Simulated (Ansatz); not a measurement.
A series of calculations on C₃H₉FOSi

## 1. Relaxation

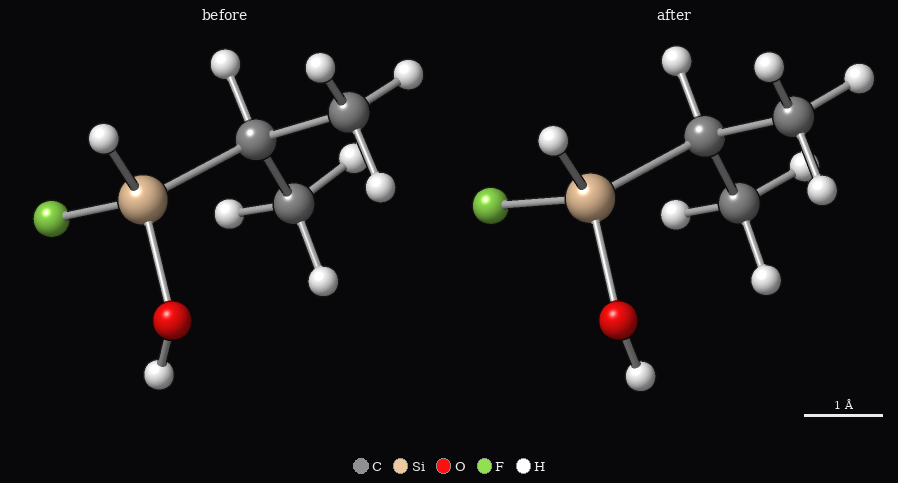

The structure of C3H9FOSi before (left) and after (right) a relaxation, at one scale.

Style: ball-and-stick. Shown from a free direction.

The run prepares an end point of a later path (torsion) calculation, from a guessed geometry.

The calculation used RKS PBE/6-31G in Ansatz 0.2.0. Settings: no spin polarisation; force threshold 0.015 eV/Å; at most 40 steps.

Summarise the run.

Answer. The largest move after the best rigid fit is that of an H atom, 0.42 Å. By element the largest moves are H 0.42 Å, F 0.22 Å, C 0.08 Å, Si 0.04 Å, O 0.04 Å. Near-neighbour distances that change, for instance: F–Si 1.586 → 1.719 Å, C–Si 1.852 → 1.913 Å, C–H 1.065 → 1.105 Å, H–O 0.953 → 0.981 Å. Among the angles between lasting bonds that change: Si–O–H 112.9° → 121.6°, C–C–Si 116.1° → 109.6°, H–C–H 113.9° → 107.8°. Groups turn about O–Si by about 30°. The energy falls by 12.6 kcal/mol in 8 accepted moves (12 points after the start). Largest force component: 4.4 eV/Å at the start, 0.0049 eV/Å at the end. The line search rejected the trial steps at points 3, 6, 8, 10 of the run. The run took roughly 80 core-seconds on a shared host.

## 2. Relaxation

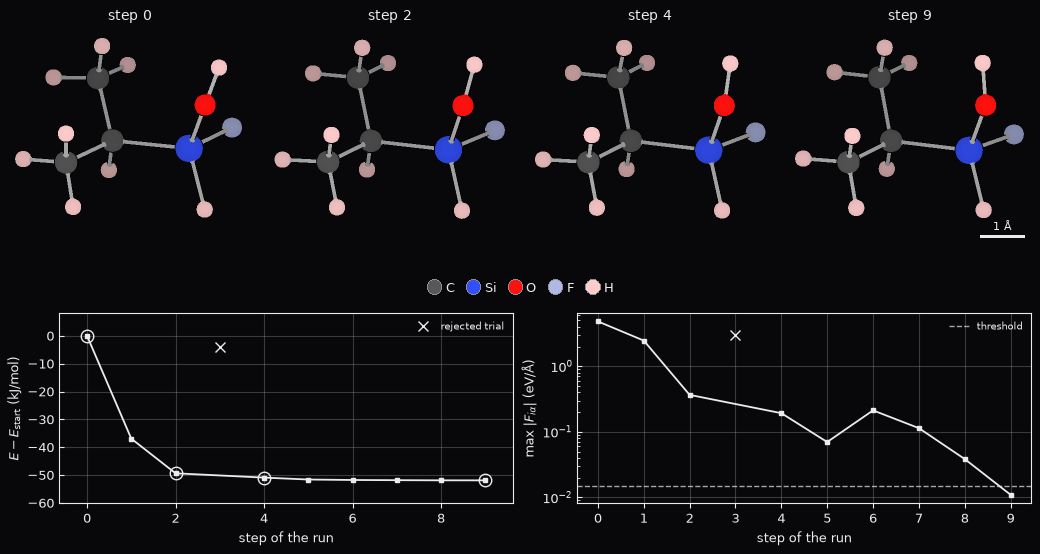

Frames of a relaxation of C3H9FOSi, marked on the history of the run. Style: ball-and-stick. Shown at a tilt.

The run prepares an end point of a later path (torsion) calculation, from a guessed geometry.

The calculation used RKS PBE/6-31G in Ansatz 0.2.0. Set-up: no spin polarisation; force threshold 0.015 eV/Å; at most 40 steps.

**What happens along the run?**

The largest move after the best rigid fit is that of an H atom, 0.42 Å. By element the largest moves are H 0.42 Å, F 0.23 Å, C 0.09 Å, Si 0.05 Å, O 0.02 Å. Some distances before and after: F–Si 1.586 → 1.719 Å, C–Si 1.852 → 1.913 Å, C–H 1.065 → 1.105 Å, H–O 0.953 → 0.981 Å. Among the angles between lasting bonds that change: Si–O–H 112.9° → 121.6°, C–C–Si 116.1° → 109.6°, H–C–H 113.9° → 107.8°. Groups turn about O–Si by about 30°. Over 8 accepted moves (9 points after the start) the energy falls by 51.9 kJ/mol. Largest force component: 4.8 eV/Å at the start, 0.011 eV/Å at the end. The line search rejected the trial step at point 3 of the run. The run took of the order of 60 core-seconds on a shared host. From step 0 to 2: an H atom moves most (0.19 Å), energy −49.3 kJ/mol. From step 2 to 4: an H atom moves most (0.10 Å), energy −1.55 kJ/mol. From step 4 to 9: an H atom moves most (0.18 Å), energy −0.98 kJ/mol.

## 3. Path

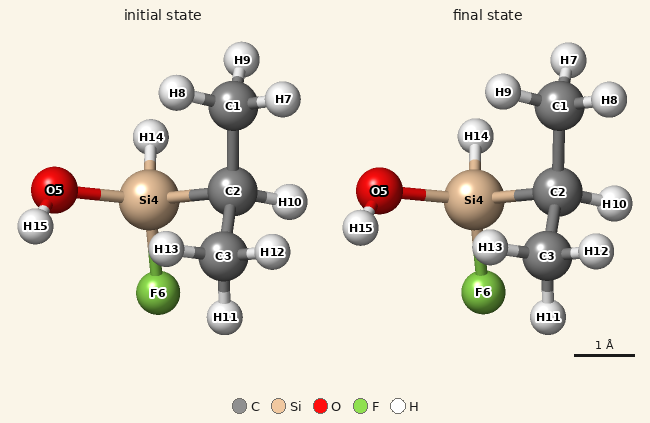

The two relaxed end points of a path for C$_{3}$H$_{9}$FOSi. Style: ball-and-stick. Shown from a free direction.

The calculation used RKS PBE/6-31G in Ansatz 0.2.0.

Set-up: 9 movable images; climbing image; force threshold 0.03 eV/Å; iteration limit 41.

Start:
```xyz
15

C     0.1902   -1.6290   -0.2765
C     0.6134   -0.2108    0.1658
C     0.9281    0.7079   -1.0356
Si   -0.7491    0.5514    1.2714
O    -2.2277    0.8246    0.4157
F    -0.1409    2.0495    1.8544
H     0.9848   -2.0967   -0.8861
H    -0.7288   -1.5928   -0.8889
H    -0.0059   -2.2893    0.5871
H     1.5193   -0.2847    0.8013
H     1.2578    1.7080   -0.7060
H     1.7283    0.2710   -1.6603
H     0.0385    0.8313   -1.6819
H    -1.1671   -0.2918    2.4467
H    -2.2627    1.4005   -0.3778
```

End:
```xyz
15

C     0.2140   -1.6264   -0.2950
C     0.6267   -0.1971    0.1221
C     0.8309    0.7315   -1.0949
Si   -0.6775    0.5233    1.3219
O    -2.2058    0.7981    0.5593
F    -0.0543    2.0162    1.9037
H     0.0940   -2.2925    0.5780
H     0.9794   -2.0710   -0.9568
H    -0.7438   -1.6156   -0.8459
H     1.5759   -0.2462    0.6935
H     1.1584    1.7394   -0.7868
H     1.5954    0.3167   -1.7768
H    -0.1054    0.8328   -1.6756
H    -1.0159   -0.3542    2.4978
H    -2.2939    1.3941   -0.2151
```

> What barrier does the band find between them, and by what path?

The barrier is about 3.27 kcal/mol in both directions, with image 5 at the top; the ends have the same energy. The motion is a rotation about the C1–C2 bond by about 120°. No bond forms or breaks between the ends. The band converged in 10 iterations. The largest component of the band force went from 5.9 to 0.023 eV/Å. The climbing image converged on the top of the path. Its vibrational analysis gives one imaginary mode (237i cm⁻¹), as a transition state must have.

Energies of the converged images:

| image | path (Å) | E (kcal/mol) |
| --- | --- | --- |
| 0 | 0.00 | 0.00 |
| 1 | 0.39 | 0.18 |
| 2 | 0.78 | 0.90 |
| 3 | 1.17 | 1.96 |
| 4 | 1.56 | 2.89 |
| 5 | 1.95 | 3.27 |
| 6 | 2.34 | 2.88 |
| 7 | 2.74 | 1.90 |
| 8 | 3.13 | 0.81 |
| 9 | 3.52 | 0.13 |
| 10 | 3.92 | 0.00 |

The geometry at the top of the path:

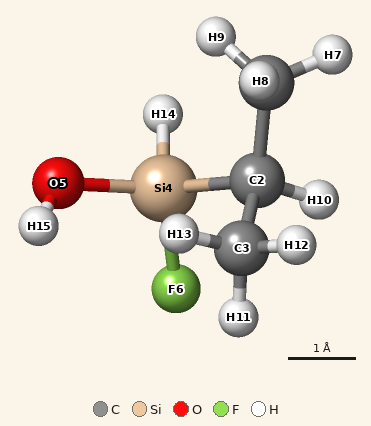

The run took roughly 8 core-minutes on a shared host.
